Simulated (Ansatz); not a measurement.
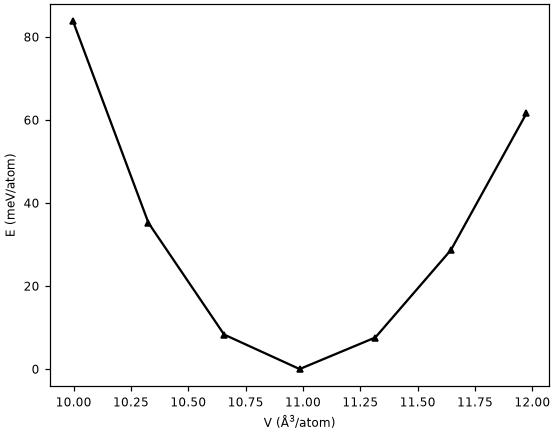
Fig. 1. ZrO$_{2}$ (fluorite, Fm-3m) under volume change, DFT-r²SCAN in the program Ansatz with PAW potentials, scaled uniformly.

### Question
What does a third-order Birch–Murnaghan fit give for V₀, B₀ and B′?

### Answer
V₀ = 10.99 Å³/atom, B₀ = 257 GPa, B′ = 4.2.

This is a known high-temperature phase of the composition, computed here at zero pressure and temperature. The cell was relaxed with r²SCAN under the symmetry of its start; whether a distortion lowers the energy is not shown. No spin polarisation was allowed.

Potentials: the later of the program's two PAW sets.
